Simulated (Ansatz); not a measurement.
## Electronic structure of ClH5O3SiTi in real space

```xyz
11

Ti    0.0199    0.0726    0.0380
Cl    0.3114    0.6314    2.1638
O     1.5776   -0.1653   -0.7584
H     2.2079   -0.8923   -0.7375
O    -0.8407    1.3548   -0.8174
H    -1.7630    1.6296   -0.8108
O    -0.9207   -1.4227    0.0554
Si   -1.8525   -2.7670    0.3815
H    -1.7109   -3.1309    1.8211
H    -3.2815   -2.4636    0.0762
H    -1.3920   -3.9016   -0.4711
```

Theory: RKS PBE0-D4/def2-SVP in Ansatz 0.2.0.

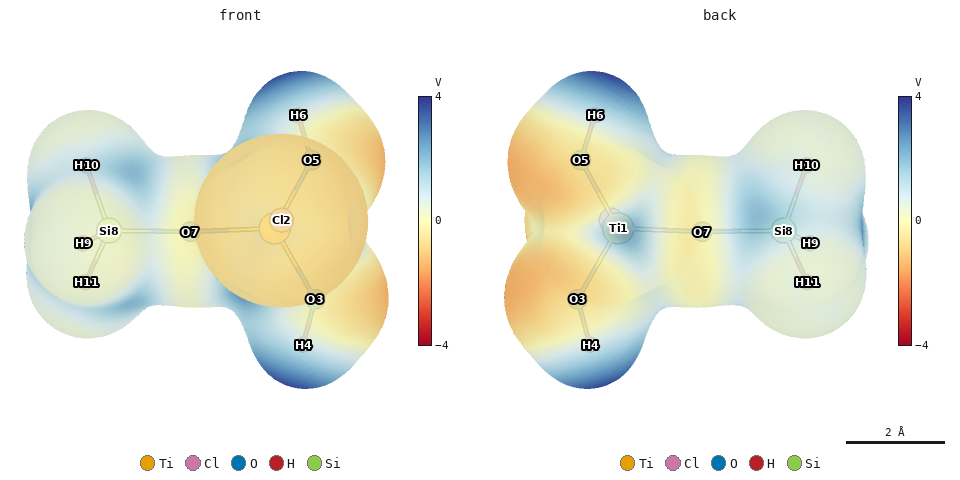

Figure 1. The electrostatic potential painted on the density surface at 0.004 e/bohr³, seen from the front and from behind; red is negative and blue positive.

Where is the surface potential most negative and most positive?

The most negative region (about −1.4 V) lies over O3 and O5, the most positive (about +3.6 V) over H4 and H6.

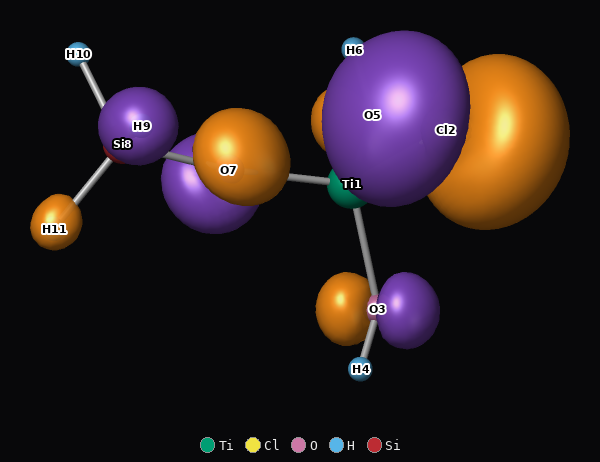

Figure 2. One frontier orbital at ±0.1 Å⁻³ᐟ² (orange and purple are the two phases), seen at a tilt.

Which orbital is it: HOMO or LUMO?

The HOMO, at −8.50 eV. It lies mainly on Cl2 (about 70 %) and O7 (about 10 %); largely a lone pair of Cl2.
